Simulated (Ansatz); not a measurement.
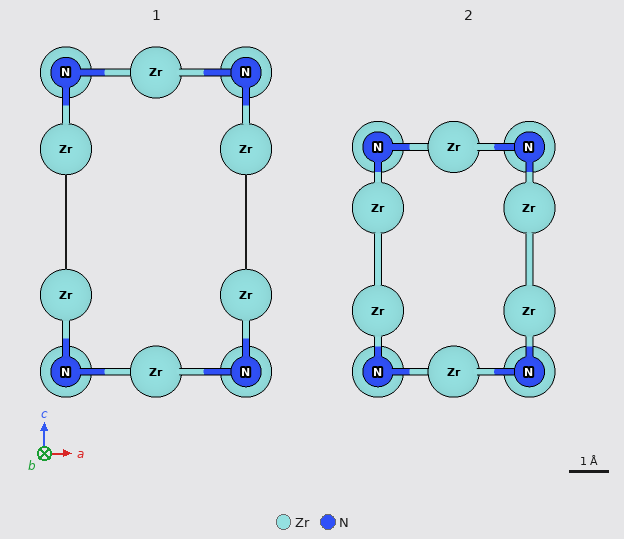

Two geometries of a crystal of Zr5N (a generated structure, set up in P6/mmm) (coarse preliminary run), drawn at one scale. One is the start of a relaxation, the other its converged end. A ball-and-stick model of the cell of the calculation, seen along the b axis.

Theory: DFT PBE, scalar-relativistic, plane waves, PAW (Ansatz 0.2.0). Set-up: plane-wave cutoff 420 eV; k-point mesh 6 × 6 × 4; occupations gaussian; smearing width 0.1 eV; no spin polarisation; cell and atoms relaxed; force threshold 0.04 eV/Å; at most 70 steps.

> Which geometry has the lower energy?

Structure 1 is the relaxed one. Over 10 accepted moves (12 points after the start) the energy falls by 3004 meV per atom. The largest force component goes from 25 to 0.0072 eV/Å. The pressure goes from 110.17 to 0.10 GPa. The SCF was repeated twice at an unchanged geometry on a basis and grid sized afresh for the cell, which shifted the energy by 78.8 meV per atom at most. The largest moves relative to the cell, 0.12 Å, are those of Zr atoms. N stays in place. The volume changes by +88.2 %, with a = b 4.524 → 5.379 Å (+18.9 %), c 5.812 → 7.738 Å (+33.2 %). Some distances before and after: Zr–Zr 2.657 → 3.772 Å, Zr–Zr 3.155 → 3.967 Å, Zr–Zr 2.758 → 3.341 Å, N–Zr 2.262 → 2.689 Å. Bonds break: Zr–Zr (2.66 → 3.77 Å). The space group stays P6/mmm (No. 191).
